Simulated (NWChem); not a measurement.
# CsI (SMILES [I][Cs]): levels of theory compared

Aim: a comparison of 6 runs (HF/def2-SVP, HF/def2-TZVP, B3LYP/def2-SVPD, PBE0/def2-SVP, TPSS/def2-TZVP, CCSD/def2-TZVP) of CsI. 

Program for the calculation: NWChem 7.3.0.

### 1 The molecule

CsI has 2 atoms, charge 0, and is taken as a singlet. As SMILES, `[I][Cs]`. The bond length is the measured one.

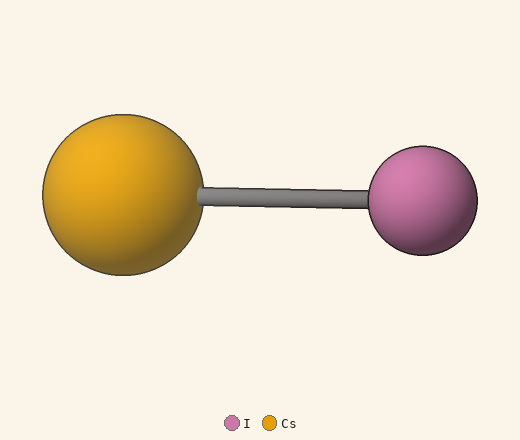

The structure, seen from a chosen angle (iodine pink, caesium amber).

### 2 Energy and gradient at HF/def2-SVP (core potential) (run 1)

File mymol.nw:

```
start mymol
title "CsI hf"
memory stack 880 mb heap 220 mb global 1100 mb
charge 0

geometry units au noautosym nocenter noautoz
 I    0.00000000   0.00000000   0.00000000
 Cs   0.00000000   0.00000000   6.26480493
end

basis "ao basis" spherical bse
 I library def2-SVP
 Cs library def2-SVP
end

ecp bse
 I library def2-SVP
 Cs library def2-SVP
end

scf
 thresh 1e-08
 maxiter 80
end

task scf gradient
```

Started as:

```
$ nwchem mymol.nw > mymol.out
```

The log of the run:

```text
[...]
  functions       =    50
[...]
  wavefunction    = RHF
[...]
         Total SCF energy =   -316.604167224995
      One-electron energy =   -625.507162592185
      Two-electron energy =    272.988070239586
 Nuclear repulsion energy =     35.914925127605
        Time for solution =      2.0s
[...]
                         RHF ENERGY GRADIENTS
    atom               coordinates                        gradient
                 x          y          z           x          y          z
   1 I       0.000000   0.000000   0.000000   -0.000000   0.000000   0.012700
   2 Cs      0.000000   0.000000   6.264805    0.000000  -0.000000  -0.012700
[...]
```

Wall time 3.3 s (1 thread of AMD EPYC 9R45 (Zen 5), shared host); peak memory 0.1 GiB.

### 3 Energy and forces at HF/def2-TZVP (core potential) (run 2)

File run.py:

```python
from ase import Atoms
from ase.calculators.nwchem import NWChem

system = Atoms(['I', 'Cs'], positions=[
    [0.000000, 0.000000, 0.000000],
    [0.000000, 0.000000, 3.315192],
])

calc = NWChem(
    label='geom',
    theory='scf',
    memory='2200 mb',
    basis='def2-TZVP',
    basispar='spherical bse',
    scf={'nopen': '0', 'rhf': None, 'thresh': '1e-08', 'maxiter': '80'},
    **{'ecp bse': {'I library': 'def2-TZVP', 'Cs library': 'def2-TZVP'}},
)
system.calc = calc

forces = system.get_forces()
print("Total energy (eV):", round(system.get_potential_energy(), 6))
print("forces (eV/A):")
for s, f in zip(system.symbols, forces):
    print(f"{s:2s} {f[0]:10.5f} {f[1]:10.5f} {f[2]:10.5f}")
print("dipole (e A):", system.get_dipole_moment().round(4))
```

Started as:

```
$ export ASE_NWCHEM_COMMAND="nwchem PREFIX.nwi > PREFIX.nwo"
$ python run.py
```

The log of the run:

```text
Total energy (eV): -8615.506118
forces (eV/A):
I    -0.00000    0.00000   -0.51201
Cs    0.00000   -0.00000    0.51201
dipole (e A): [-0.      0.      2.5555]
```

The calculator wrote geom.nwi:

```
title "geom"

permanent_dir geom

scratch_dir geom

start geom

geometry units angstrom nocenter noautosym noautoz
  I  0.0000000000000000e+00 0.0000000000000000e+00 0.0000000000000000e+00
  Cs 0.0000000000000000e+00 0.0000000000000000e+00 3.3151920000000001e+00
end

memory 2200 mb

basis spherical bse noprint
   * library def2-TZVP
end

scf
  nopen 0
  rhf
  thresh 1e-08
  maxiter 80
end
ecp bse
  I library def2-TZVP
  Cs library def2-TZVP
end

task scf gradient
```

geom.nwo:

```text
Northwest Computational Chemistry Package (NWChem) 7.3.0
             --------------------------------------------------------

           Job information
           ---------------

    nwchem branch   = 7.3.0
    use scalapack   = T
    input           = geom.nwi
    prefix          = geom.
    data base       = geom/geom.db
    status          = startup
    nproc           =        1

           Memory information
           ------------------

    heap     =     72089596 doubles =      550.0 Mbytes
    stack    =     72089601 doubles =      550.0 Mbytes
    global   =    144179200 doubles =     1100.0 Mbytes (distinct from heap & stack)
    total    =    288358397 doubles =     2200.0 Mbytes
    verify   = yes
    hardfail = no

           Directory information
           ---------------------

  0 permanent = geom
  0 scratch   = geom

                                NWChem Input Module
                                -------------------

                                       geom
                                       ----

[... 93 lines left out ...]
 Convergence threshold     :          1.000E-08
[... 12 lines left out ...]
       Final RHF  results
[... 3 lines left out ...]
      One-electron energy =   -625.429549135508
[... 1 line left out ...]
 Nuclear repulsion energy =     35.914927710049
[... 35 lines left out ...]
                       ROHF Final Molecular Orbital Analysis
[... 314 lines left out ...]
       Multipole analysis of the density wrt the origin
       ------------------------------------------------

     L   x y z        total         open         nuclear
     -   - - -        -----         ----         -------
     0   0 0 0      0.000000      0.000000     34.000000

     1   1 0 0     -0.000000      0.000000      0.000000
[... 8 lines of this table left out ...]
     2   0 0 2     -5.178047      0.000000    353.229977

                              NWChem Gradients Module
                              -----------------------

                                       geom

  wavefunction    =   RHF

                         RHF ENERGY GRADIENTS

    atom               coordinates                        gradient
                 x          y          z           x          y          z
   1 I       0.000000   0.000000   0.000000    0.000000  -0.000000   0.009957
   2 Cs      0.000000   0.000000   6.264804   -0.000000   0.000000  -0.009957

                 ----------------------------------------
                 |  Time  |  1-e(secs)   |  2-e(secs)   |
                 ----------------------------------------
                 |  CPU   |       0.02   |       2.20   |
                 ----------------------------------------
                 |  WALL  |       0.02   |       2.20   |
                 ----------------------------------------

 Task  times  cpu:        9.8s     wall:        9.8s
 Total times  cpu:        9.8s     wall:        9.8s
```

Wall time 11 s (1 thread of AMD EPYC 9R45 (Zen 5), shared host); peak memory 0.11 GiB.

Runs 3 to 5 aren't shown in full; the table further down has their settings and results.

### 4 The energy at CCSD/def2-TZVP (core potential) (run 6)

File test.nw:

```
start test
title "CsI energy"
memory total 2200 mb
geometry noautosym nocenter noautoz
   I     0.000000    0.000000    0.000000
   Cs    0.000000    0.000000    3.315192
end
basis spherical bse
   * library def2-TZVP
end
ecp bse
   I library def2-TZVP
   Cs library def2-TZVP
end
scf
   thresh 1e-08
   maxiter 80
   noprint "final vectors analysis"
end
ccsd
   freeze core 4
   maxiter 60
end
task ccsd energy
```

Started as:

```
$ nwchem test.nw > test.out
```

The log of the run:

```text
[...]
  functions       =    79
[...]
  wavefunction    = RHF
[...]
         Total SCF energy =   -316.614012598869
      One-electron energy =   -625.429549135213
      Two-electron energy =    272.900608826296
 Nuclear repulsion energy =     35.914927710049
        Time for solution =      7.3s
[...]
 Total MP2 energy:           -317.215794007752322
[...]
             energy      energy      error      ampl     ampl      Block
                                                time     time      time
[...]
 Total CCSD energy:           -317.192989158104126
[...]
```

Wall time 48 s (1 thread of AMD EPYC 9R45 (Zen 5), shared host); peak memory 0.21 GiB.

### 5 All runs side by side

```csv
run,level,core potential,iteration cap,energy (Eh),dipole moment (D),largest force (eV/Å),wall time
1,HF/def2-SVP (core potential),def2-SVP,80,-316.604167,12.33,0.653,3.3 s
2,HF/def2-TZVP (core potential),def2-TZVP,80,-316.614013,12.27,0.512,11 s
3,B3LYP/def2-SVPD (core potential),def2-SVPD,100,-318.044720,–,0.423,6.6 s
4,PBE0/def2-SVP (core potential),def2-SVP,100,-317.953065,11.49,0.251,5.1 s
5,TPSS/def2-TZVP (core potential),def2-TZVP,100,-317.848035,11.22,0.121,13 s
6,CCSD/def2-TZVP (core potential),def2-TZVP,80,-317.192989,–,–,48 s
```

### 6 Outcome

| quantity | value |
| --- | --- |
| run 6: total energy | -317.19299 Eh |
| run 6: correlation energy (4 core orbitals frozen) | -579.0 mEh |

What this shows: Over runs 1, 2, 4, 5 the dipole moment (its size) runs from 11.22 D (TPSS/def2-TZVP) to 12.33 D (HF/def2-SVP). The two ends differ in method and basis. Over runs 1, 2, 5 the HOMO–LUMO gap runs from 2.84 eV (TPSS/def2-TZVP) to 7.37 eV (HF/def2-TZVP). Exact exchange widens orbital gaps. Totals of different functionals can't be ranked against each other. All runs together took 87 s, the longest 48 s.
